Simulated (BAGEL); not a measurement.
# Si2H5O (SMILES O[SiH][SiH3]) at UHF/3-21G (density fitting with qzvpp-jkfit)

Aim: the vertical electron affinity of Si2H5O at UHF/3-21G (density fitting with qzvpp-jkfit), from 2 runs. 

Program for the calculation: BAGEL 1.2.2.

8 further runs of the same task are left out: 4 that didn't finish, 4 set aside as unsound or not needed.

## (1) Starting point

Si2H5O has 8 atoms, charge 0, and is taken as a doublet. SMILES: `O[SiH][SiH3]`. The coordinates come from a PBE0-D4/def2-TZVP relaxation. This is one conformer, not always the lowest.

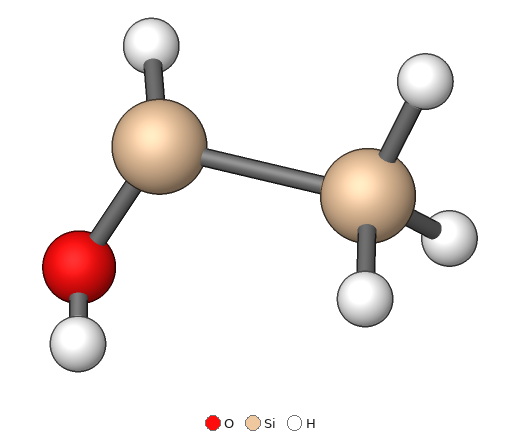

The structure, seen from a chosen angle (oxygen red, silicon light orange, hydrogen white).

## (2) A single-point energy at UHF/3-21G (density fitting with qzvpp-jkfit)

File input.json:

```json
{ "bagel": [

{
  "title": "molecule",
  "basis": "3-21g",
  "df_basis": "qzvpp-jkfit",
  "angstrom": true,
  "geometry": [
    { "atom": "O", "xyz": [      -0.929000,       0.938400,      -1.717100 ] },
    { "atom": "Si", "xyz": [       0.090400,       1.134000,      -0.425000 ] },
    { "atom": "Si", "xyz": [       0.314200,      -0.774200,       0.917600 ] },
    { "atom": "H", "xyz": [      -1.805900,       0.598400,      -1.530300 ] },
    { "atom": "H", "xyz": [       1.378700,       1.582300,      -1.024400 ] },
    { "atom": "H", "xyz": [       1.190000,      -0.426800,       2.069000 ] },
    { "atom": "H", "xyz": [       0.883900,      -1.960400,       0.216700 ] },
    { "atom": "H", "xyz": [      -1.030200,      -1.148700,       1.437600 ] }
  ]
},

{
  "title": "uhf",
  "nopen": 1
},

{
  "title": "print",
  "file": "orbitals.molden",
  "orbitals": true
}

]}
```

Command:

```bash
$ BAGEL_NUM_THREADS=1 BAGEL input.json > input.out
```

Log:

```text
* using 1 threads per process

  ===============================================================
  ===============================================================

  *** Geometry ***

  { "atom" : "O", "xyz" : [     -1.755556,      1.773319,     -3.244849 ] },
  { "atom" : "Si", "xyz" : [      0.170831,      2.142949,     -0.803134 ] },
  { "atom" : "Si", "xyz" : [      0.593752,     -1.463026,      1.734013 ] },
  { "atom" : "H", "xyz" : [     -3.412656,      1.130812,     -2.891848 ] },
  { "atom" : "H", "xyz" : [      2.605365,      2.990114,     -1.935835 ] },
  { "atom" : "H", "xyz" : [      2.248774,     -0.806535,      3.909843 ] },
  { "atom" : "H", "xyz" : [      1.670329,     -3.704619,      0.409504 ] },
  { "atom" : "H", "xyz" : [     -1.946796,     -2.170728,      2.716670 ] },

  Number of auxiliary basis functions:      423

  Since a DF basis is specified, we compute 2- and 3-index integrals:
    o Being stored without compression. Storage requirement is 0.007 GB

  Number of basis functions:       45
  Number of electrons      :       41

    * METHOD: MOLECULE                             0.12

  *** Open-shell HF ***

  === Nuclear Repulsion ===
   142.9484794232

      * DIIS with orbital gradients will be used.

  === UHF iteration (3-21g) ===
      0       -652.00129160          0.05120486           0.06
      1       -652.07976099          0.03272045           0.05
      2       -652.10429911          0.02159291           0.05
      3       -652.11963728          0.00117872           0.05
      4       -652.11997221          0.00033878           0.05
      5       -652.12002987          0.00011782           0.05
      6       -652.12004271          0.00003184           0.05
      7       -652.12004474          0.00001202           0.05
      8       -652.12004525          0.00000376           0.05
      9       -652.12004531          0.00000184           0.06
     10       -652.12004533          0.00000105           0.05
     11       -652.12004533          0.00000042           0.05
     12       -652.12004533          0.00000019           0.05
     13       -652.12004533          0.00000007           0.05
     14       -652.12004533          0.00000004           0.04
     15       -652.12004533          0.00000002           0.04
     16       -652.12004533          0.00000001           0.04
    * SCF iteration converged.

    * S^2 (UHF) is 0.7545

    * Permanent dipole moment:
           (    0.423261,     0.086183,    -0.515450) a.u.

    * METHOD: UHF                                  0.95

    * METHOD: PRINT                                0.00

  ===============================================================
```

It took 1.2 s on 1 thread of Arm Neoverse V2, shared host; peak memory 0.083 GiB.

## (3) The singlet anion at the same level

File hf.json:

```json
{ "bagel": [

{
  "title": "molecule",
  "basis": "3-21g",
  "df_basis": "qzvpp-jkfit",
  "angstrom": true,
  "geometry": [
    { "atom": "O", "xyz": [   -0.929000,    0.938400,   -1.717100 ] },
    { "atom": "Si", "xyz": [    0.090400,    1.134000,   -0.425000 ] },
    { "atom": "Si", "xyz": [    0.314200,   -0.774200,    0.917600 ] },
    { "atom": "H", "xyz": [   -1.805900,    0.598400,   -1.530300 ] },
    { "atom": "H", "xyz": [    1.378700,    1.582300,   -1.024400 ] },
    { "atom": "H", "xyz": [    1.190000,   -0.426800,    2.069000 ] },
    { "atom": "H", "xyz": [    0.883900,   -1.960400,    0.216700 ] },
    { "atom": "H", "xyz": [   -1.030200,   -1.148700,    1.437600 ] }
  ]
},
{
  "title": "hf",
  "charge": -1
},
{
  "title": "print",
  "file": "orbitals.molden",
  "orbitals": true
}

]}
```

Command:

```bash
$ BAGEL_NUM_THREADS=1 BAGEL hf.json > hf.out
```

Log:

```text
* using 1 threads per process

  ===============================================================
  ===============================================================

  *** Geometry ***

  { "atom" : "O", "xyz" : [     -1.755556,      1.773319,     -3.244849 ] },
  { "atom" : "Si", "xyz" : [      0.170831,      2.142949,     -0.803134 ] },
  { "atom" : "Si", "xyz" : [      0.593752,     -1.463026,      1.734013 ] },
  { "atom" : "H", "xyz" : [     -3.412656,      1.130812,     -2.891848 ] },
  { "atom" : "H", "xyz" : [      2.605365,      2.990114,     -1.935835 ] },
  { "atom" : "H", "xyz" : [      2.248774,     -0.806535,      3.909843 ] },
  { "atom" : "H", "xyz" : [      1.670329,     -3.704619,      0.409504 ] },
  { "atom" : "H", "xyz" : [     -1.946796,     -2.170728,      2.716670 ] },

  Number of auxiliary basis functions:      423

  Since a DF basis is specified, we compute 2- and 3-index integrals:
    o Being stored without compression. Storage requirement is 0.007 GB

  Number of basis functions:       45
  Number of electrons      :       41

    * METHOD: MOLECULE                             0.12

  *** RHF ***

  === Nuclear Repulsion ===
   142.9484794232

      * DIIS with orbital gradients will be used.

  === RHF iteration (3-21g) ===
      0       -651.97800221          0.02717406           0.03
      1       -652.06589017          0.01595312           0.03
      2       -652.10315829          0.00144634           0.03
      3       -652.10417255          0.00029222           0.03
      4       -652.10425805          0.00010128           0.03
      5       -652.10427412          0.00003570           0.03
      6       -652.10427638          0.00001331           0.03
      7       -652.10427666          0.00000248           0.03
      8       -652.10427666          0.00000113           0.03
      9       -652.10427667          0.00000043           0.03
     10       -652.10427667          0.00000013           0.03
     11       -652.10427667          0.00000004           0.03
     12       -652.10427667          0.00000002           0.03
     13       -652.10427667          0.00000001           0.03
    * SCF iteration converged.

    * Permanent dipole moment:
           (    0.544523,     1.067638,    -0.064435) a.u.

    * METHOD: HF                                   0.46

    * METHOD: PRINT                                0.00

  ===============================================================
```

It took 0.74 s on 1 thread of Arm Neoverse V2, shared host; peak memory 0.083 GiB.

## (4) What came out

Level: UHF/3-21G (density fitting with qzvpp-jkfit).

| quantity | value |
| --- | --- |
| doublet Si2H5O: total energy | -652.12005 Eh |
| doublet Si2H5O: dipole moment | 1.71 D |
| doublet Si2H5O: ⟨S²⟩ | 0.754 |
| singlet anion: total energy | -652.10428 Eh |
| singlet anion: HOMO energy | -0.34 eV |
| singlet anion: LUMO energy | 8.82 eV |
| singlet anion: HOMO–LUMO gap (to an unbound level, set by the basis) | 9.16 eV |
| vertical electron affinity (to the singlet anion) | -0.429 eV |

The anion lies 0.43 eV (9.9 kcal/mol) above the neutral: the electron isn't bound at this level, and such a value depends on the basis. Without diffuse functions anions come out too high. Hartree–Fock misses the correlation that binds many anions.
